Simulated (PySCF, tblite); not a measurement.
**C8H9O radical: geometry, infrared bands and EPR parameters**

Aim: predict the infrared bands and EPR parameters of C8H9O radical (`C#CC#CC[C@@H](O)C[CH2]`).

Computed with tblite 0.8.0 and PySCF 2.14.0, with density-fitted response routines of our own, on a single molecule in the gas phase. Atoms count from 0, in the outputs and in this text.

## Step 1: The starting structure

18 atoms, charge 0, multiplicity 2; geometry from: force field or distance geometry start.

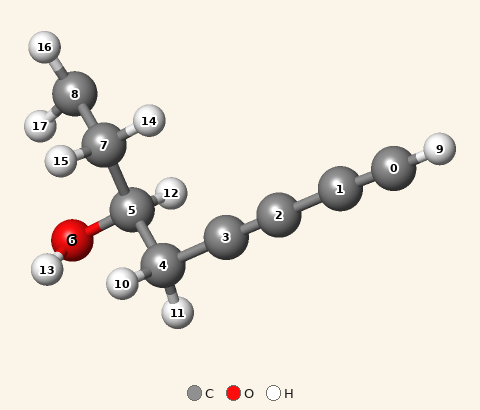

The starting geometry (carbon grey, oxygen red, hydrogen white), atoms numbered.

## Step 2: Relaxing the molecule with GFN2-xTB

The job: settings as JSON, then the geometry in Å.

```
{"job": {"kind": "relax", "xc": "GFN2-xTB", "basis": "xTB"}, "charge": 0, "multiplicity": 2}
C      2.453800     1.521400     3.581600
C      2.080000     1.007400     2.545800
C      1.691700     0.376500     1.341400
C      1.355400    -0.139000     0.277800
C      0.966700    -0.802400    -0.956700
C     -0.184900    -0.074500    -1.645000
O     -0.494600    -0.750700    -2.830500
C     -1.420700    -0.153600    -0.766500
C     -2.493500     0.587100    -1.531800
H      2.747800     1.975600     4.504800
H      0.728000    -1.855700    -0.756200
H      1.799500    -0.772000    -1.710600
H      0.060000     0.959900    -1.901500
H     -0.395700    -1.723700    -2.605700
H     -1.204800     0.333700     0.200200
H     -1.721000    -1.196000    -0.597500
H     -3.506400     0.490400    -1.095500
H     -2.470000     0.222000    -2.595300
```

On the command line:

```sh
OMP_NUM_THREADS=1 python probes_run.py task.json out
```

The driver reads the jobs from task.json and runs them one after another.

The log of the run:

```text
step      E/eV     max force
  0    -694.83210    2.453
  1    -695.06709    2.570
  2    -695.10038    3.927
  3    -695.24786    0.715
  4    -695.29699    0.780
  5    -695.33148    1.990
  6    -695.36280    1.236
  7    -695.39090    0.493
  8    -695.41564    0.357
  9    -695.43207    0.536
 10    -695.44395    0.345
 11    -695.45327    0.201
 12    -695.46234    0.226
 13    -695.46893    0.204
 14    -695.47339    0.139
 15    -695.47645    0.138
 16    -695.47898    0.126
 17    -695.48095    0.097
 18    -695.48211    0.068
 19    -695.48276    0.066
 20    -695.48336    0.070
 21    -695.48415    0.080
 22    -695.48504    0.070
 23    -695.48586    0.072
 24    -695.48659    0.086
 25    -695.48738    0.102
 26    -695.48828    0.098
 27    -695.48907    0.064
 28    -695.48964    0.064
 29    -695.49009    0.059
 30    -695.49051    0.054
 31    -695.49084    0.047
 32    -695.49106    0.037
 33    -695.49124    0.030
 34    -695.49144    0.040
 35    -695.49166    0.048
 36    -695.49186    0.040
 37    -695.49203    0.038
 38    -695.49217    0.037
 39    -695.49230    0.030
 40    -695.49241    0.025
 41    -695.49251    0.023
 42    -695.49264    0.032
 43    -695.49280    0.036
 44    -695.49298    0.032
 45    -695.49312    0.027
 46    -695.49325    0.036
 47    -695.49342    0.047
 48    -695.49372    0.059
 49    -695.49418    0.064
 50    -695.49472    0.058
 51    -695.49522    0.050
 52    -695.49561    0.045
 53    -695.49587    0.040
 54    -695.49608    0.040
 55    -695.49630    0.031
 56    -695.49648    0.038
 57    -695.49665    0.037
 58    -695.49682    0.039
 59    -695.49697    0.034
 60    -695.49709    0.030
 61    -695.49719    0.024
 62    -695.49729    0.028
 63    -695.49743    0.039
 64    -695.49762    0.041
 65    -695.49781    0.031
 66    -695.49794    0.022
 67    -695.49802    0.022
 68    -695.49809    0.023
 69    -695.49816    0.020
 70    -695.49822    0.016
 71    -695.49828    0.014
 72    -695.49832    0.020
 73    -695.49838    0.021
 74    -695.49844    0.019
 75    -695.49849    0.016
 76    -695.49853    0.015
 77    -695.49857    0.017
 78    -695.49861    0.016
 79    -695.49866    0.014
 80    -695.49870    0.014
 81    -695.49872    0.010
 82    -695.49873    0.010
```

Wall time 0.47 s (1 thread of Arm Neoverse V2, shared host).

The steps of the relaxation: (not every step is listed)

| step | energy from step 0 (eV) | largest force (eV/Å) |
| --- | --- | --- |
| 0 | 0.0000 | 2.4530 |
| 1 | -0.2350 | 2.5703 |
| 2 | -0.2683 | 3.9273 |
| 3 | -0.4158 | 0.7151 |
| 4 | -0.4649 | 0.7801 |
| 5 | -0.4994 | 1.9900 |
| 6 | -0.5307 | 1.2359 |
| 7 | -0.5588 | 0.4929 |
| 8 | -0.5835 | 0.3574 |
| 14 | -0.6413 | 0.1389 |
| 20 | -0.6513 | 0.0700 |
| 26 | -0.6562 | 0.0977 |
| 32 | -0.6590 | 0.0374 |
| 38 | -0.6601 | 0.0374 |
| 44 | -0.6609 | 0.0317 |
| 50 | -0.6626 | 0.0578 |
| 56 | -0.6644 | 0.0380 |
| 62 | -0.6652 | 0.0284 |
| 68 | -0.6660 | 0.0228 |
| 74 | -0.6663 | 0.0194 |
| 77 | -0.6665 | 0.0167 |
| 78 | -0.6665 | 0.0161 |
| 79 | -0.6666 | 0.0137 |
| 80 | -0.6666 | 0.0145 |
| 81 | -0.6666 | 0.0097 |
| 82 | -0.6666 | 0.0100 |

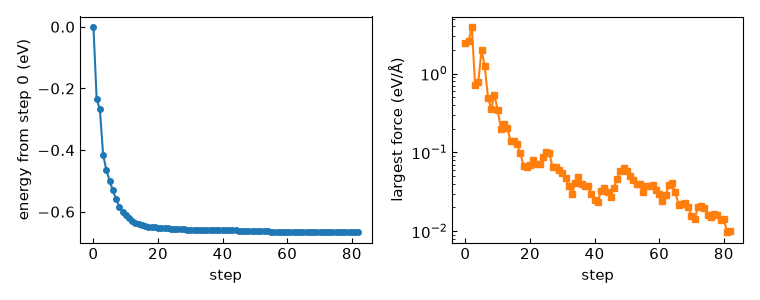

Energy and force, step by step.

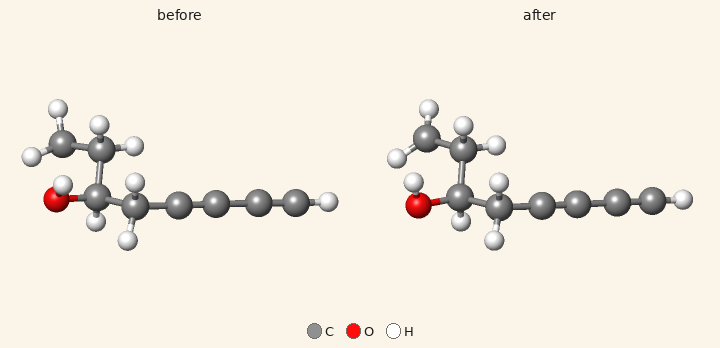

The geometry before (left) and after (right).

Close pairs (by a distance rule), those that changed most:

```csv
bond,before (Å),after (Å),change (Å)
C1–C2,1.414,1.359,-0.055
C8–H17,1.125,1.072,-0.053
C7–C8,1.512,1.473,-0.039
O6–H13,1.004,0.965,-0.039
C8–H16,1.107,1.072,-0.035
C4–H11,1.124,1.094,-0.029
C0–H9,1.070,1.048,-0.022
C2–C3,1.229,1.207,-0.022
```

The final coordinates are the input of the step that follows.

## Step 3: Infrared spectrum with GFN2-xTB

The job: settings as JSON, then the geometry in Å.

```
{"job": {"kind": "ir", "xc": "GFN2-xTB", "basis": "xTB"}, "charge": 0, "multiplicity": 2}
C      2.284327     1.594851     3.484268
C      2.010748     1.018154     2.463141
C      1.692570     0.373335     1.310029
C      1.412884    -0.199492     0.285189
C      1.055183    -0.868830    -0.941101
C     -0.124390    -0.170093    -1.653932
O     -0.327880    -0.723628    -2.931356
C     -1.389968    -0.230973    -0.786550
C     -2.544676     0.427116    -1.421030
H      2.526634     2.096922     4.371663
H      0.784044    -1.908615    -0.722325
H      1.915647    -0.875555    -1.617254
H      0.137938     0.877240    -1.839645
H     -0.689964    -1.612057    -2.831012
H     -1.176389     0.219272     0.190304
H     -1.618101    -1.293110    -0.581660
H     -3.422854     0.647195    -0.847684
H     -2.534512     0.634587    -2.472223
```

The log of the run:

```text
mode    cm-1     km/mol
  1     -23.7      2.26
  2      49.5      0.77
  3      58.8      1.52
  4     101.8      0.55
  5     143.4      1.84
  6     173.3      0.35
  7     231.7      0.61
  8     278.3      1.01
  9     296.6     34.73
 10     327.2     98.54
 11     372.6      2.59
 12     374.0      1.35
 13     398.0     30.33
 14     430.1     33.61
 15     451.1     16.45
 16     512.5     16.59
 17     633.8     14.35
 18     636.2     13.64
 19     762.9      4.33
 20     797.7      0.58
 21     862.0      6.96
 22     960.7      5.45
 23     995.9     40.89
 24    1049.7     32.52
 25    1095.3     45.96
 26    1109.2     92.06
 27    1148.6      2.96
 28    1156.4      9.31
 29    1200.2      2.41
 30    1236.2     19.07
 31    1269.5      1.86
 32    1308.7      0.37
 33    1325.9     13.65
 34    1346.9    106.06
 35    1386.3      5.39
 36    1443.6      6.33
 37    1446.2      1.67
 38    2221.4      1.48
 39    2355.8     60.91
 40    2782.1     41.72
 41    2916.0     25.26
 42    2918.3     22.86
 43    2947.0     47.62
 44    2954.5     27.29
 45    3142.1     22.30
 46    3189.4     24.58
 47    3407.1      9.41
 48    3527.8      6.10
```

Run time: 0.54 s. Hardware: 1 thread of Arm Neoverse V2, shared host.

The strongest bands and the atoms that carry them (share of the mass-weighted mode):

| cm⁻¹ | km/mol | atoms |
| --- | --- | --- |
| 327 | 98.5 | H13 42 %, C3 19 %, O6 11 % |
| 996 | 40.9 | O6 18 %, C5 17 %, H14 15 % |
| 1095 | 46.0 | H11 26 %, C5 19 %, H10 14 % |
| 1109 | 92.1 | H15 26 %, H14 20 %, H12 19 %, H13 10 % |
| 1347 | 106.1 | H12 50 %, H13 26 %, C5 14 % |
| 2356 | 60.9 | C2 48 %, C3 41 % |
| 2782 | 41.7 | H15 91 % |
| 2947 | 47.6 | H12 89 % |

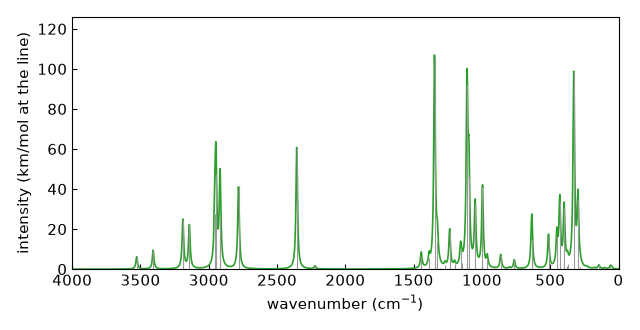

The infrared spectrum from these modes, unscaled. Lines are broadened to a width of 14 cm⁻¹ (Lorentzian).

## Step 4: EPR parameters: B3LYP/pcH-1

The job, as its differences from that of step 3:

```diff
@@ -1,2 +1,2 @@
-{"job": {"kind": "ir", "xc": "GFN2-xTB", "basis": "xTB"}, "charge": 0, "multiplicity": 2}
+{"job": {"kind": "epr", "basis": "pcH-1"}, "charge": 0, "multiplicity": 2}
 C      2.284327     1.594851     3.484268
```

Level: UKS B3LYP, pcH-1 on C H O, non-relativistic, mean-field spin-orbit, GIAO.

The log of the run:

```text
UKS, coarse grid
  cycle   1  E = -385.21279639  |g| = 5.43e-01
  cycle   2  E = -385.11898420  |g| = 7.57e-01
  cycle   3  E = -385.32322483  |g| = 1.29e-01
  cycle   4  E = -385.32816418  |g| = 7.10e-02
  cycle   5  E = -385.33031459  |g| = 3.09e-02
  cycle   6  E = -385.33079791  |g| = 4.94e-03
  cycle   7  E = -385.33080563  |g| = 3.40e-03
  cycle   8  E = -385.33081146  |g| = 1.61e-03
  cycle   9  E = -385.33081282  |g| = 4.99e-04
UKS, final grid
  cycle   1  E = -385.33083432  |g| = 7.56e-04
  cycle   2  E = -385.33083330  |g| = 1.59e-03
  cycle   3  E = -385.33083457  |g| = 2.44e-04
  cycle   4  E = -385.33083460  |g| = 3.03e-05
  cycle   5  E = -385.33083460  |g| = 3.41e-05
  cycle   6  E = -385.33083461  |g| = 1.45e-05
E = -385.33083461 Eh   <S^2> = 0.7536 (exact 0.7500)
g shifts (ppm)      1          2          3
  rmc          -133       -133       -133
  gc              3         35         18
  oz_so          52        567        679
  total         -78        469        563
hyperfine (MHz)  atom isotope    a_iso     a_fc   dipolar eigenvalues
    0   13C       0.06       0.06     -0.11     -0.01      0.12
    1   13C      -0.11      -0.11     -0.13     -0.08      0.21
    2   13C       0.18       0.18     -0.28     -0.12      0.41
    3   13C       0.38       0.38     -0.33     -0.20      0.53
    4   13C      -0.49      -0.49     -0.58     -0.21      0.78
    5   13C       8.95       8.95     -1.36     -1.12      2.47
    6   17O       0.25       0.25     -1.11      0.51      0.60
    7   13C     -33.45     -33.45     -2.53      0.59      1.94
    8   13C      88.36      88.36    -81.87    -81.21    163.08
    9    1H      -0.06      -0.06     -0.18     -0.17      0.35
   10    1H       0.46       0.46     -1.44     -0.88      2.33
   11    1H      -0.62      -0.62     -0.87     -0.71      1.58
   12    1H      -1.70      -1.70     -3.71     -2.68      6.39
   13    1H       0.11       0.11     -2.34     -2.05      4.39
   14    1H      73.90      73.90     -5.18     -4.15      9.34
   15    1H     142.10     142.10     -5.66     -3.61      9.27
   16    1H     -63.66     -63.66    -39.50     -0.24     39.74
   17    1H     -65.12     -65.12    -39.80      0.14     39.66
```

Run time: 2 min. Hardware: 1 thread of Arm Neoverse V2, shared host; peak memory 1.1 GiB.

Principal g values 2.00224, 2.00279, 2.00288; g(iso) = 2.00264, against 2.00232 for a free electron.

Hyperfine couplings; where a row names several nuclei, a(iso) is their mean (it holds for fast rotation or exchange) and the dipolar term the largest among them:

```csv
nuclei,isotope,a(iso) (MHz),"a(iso) (G, at g = 2.0023)",largest dipolar term (MHz)
H15,1H,142.1,50.7,9.3
C8,13C,88.4,31.5,163.1
H14,1H,73.9,26.4,9.3
"H16, H17",1H,-64.4,-23.0,-39.8
C7,13C,-33.5,-11.9,-2.5
C5,13C,8.9,3.2,2.5
H12,1H,-1.7,-0.6,6.4
H11,1H,-0.6,-0.2,1.6
C4,13C,-0.5,-0.2,0.8
H10,1H,0.5,0.2,2.3
C3,13C,0.4,0.1,0.5
O6,17O,0.3,0.1,-1.1
C2,13C,0.2,0.1,0.4
C1,13C,-0.1,0.0,0.2
```

Mulliken spin populations:

C0 0.00; C1 0.00; C2 0.00; C3 0.00; C4 0.00; C5 0.00; O6 0.00; C7 -0.09; C8 1.09; H9 0.00; H10 0.00; H11 0.00; H12 0.00; H13 0.00; H14 0.03; H15 0.06; H16 -0.05; H17 -0.05

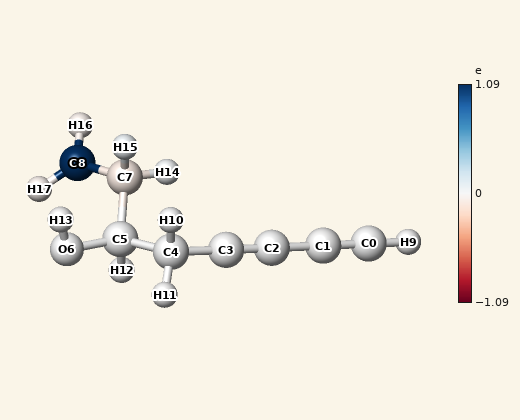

Mulliken spin populations, as colours on the atoms.

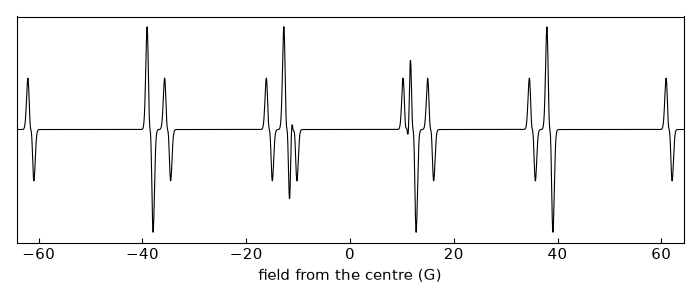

First-order isotropic spectrum (first derivative, main isotopes with spin only, couplings over 0.8 MHz, Gaussian width 0.3 G; couplings of the frozen geometry, rotation of groups not averaged beyond the rows shown).

The fields below are evaluated on a grid from the run's orbitals.

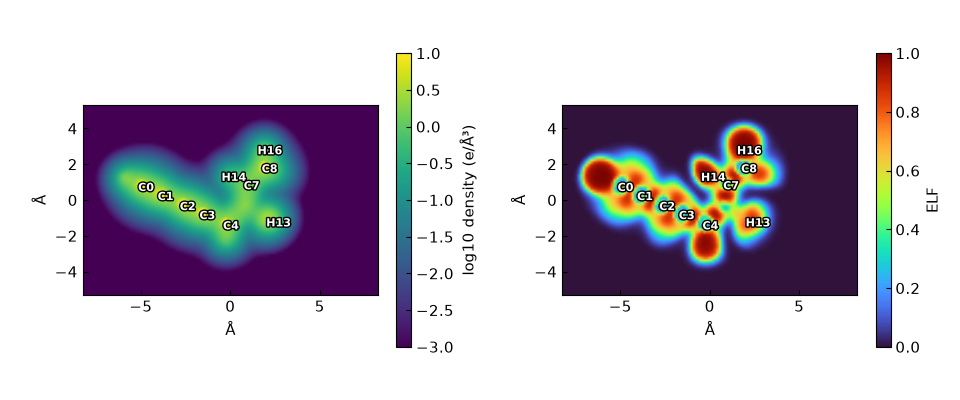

Density (left) and ELF (right) in a plane through or near 10 of the atoms.

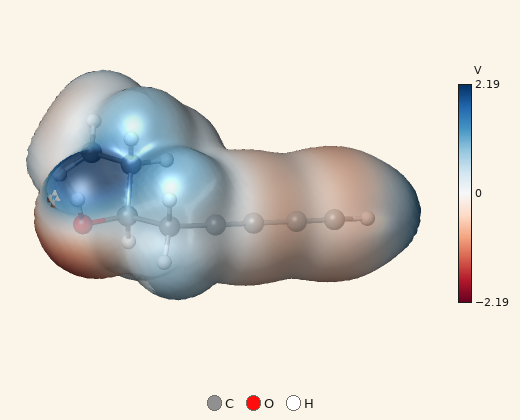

The potential that a unit positive charge feels on the 0.002 e/bohr³ surface, from -1.31 V near O6 to 2.19 V near H13.

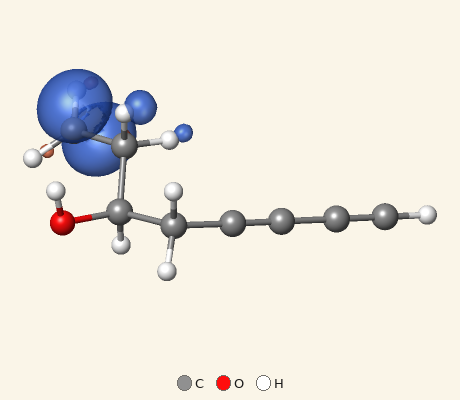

Spin density at ±0.05 e/Å³ (alpha excess blue, beta excess red).

## Step 5: Summary of results

```
                                 quantity                  value
strongest single infrared mode (GFN2-xTB)  1347 cm⁻¹, 106 km/mol
             zero-point energy (GFN2-xTB)          85.4 kcal/mol
                           g(iso) (B3LYP)                2.00264
                                     ⟨S²⟩     0.754 (exact 0.75)
       largest a(iso) (averaged by class)   1H on H15, 142.1 MHz
    surface potential, least and greatest     -1.31 V and 2.19 V
```

**Reading.** Relaxing lowered the energy by 0.667 eV in 82 steps; the close pair that moved most is C1–C2, from 1.414 to 1.359 Å. The lowest mode is imaginary (24i cm⁻¹), so the xTB geometry is not a minimum. The strongest single mode, at 1347 cm⁻¹, moves mainly H12 and H13. GFN2-xTB is a fitted tight-binding method: band positions and strengths are rough. Its intensities can rank the bands wrongly. C8 carries the largest spin population, 1.09 e. The isotropic g lies 0.3 ppt above the free-electron value.
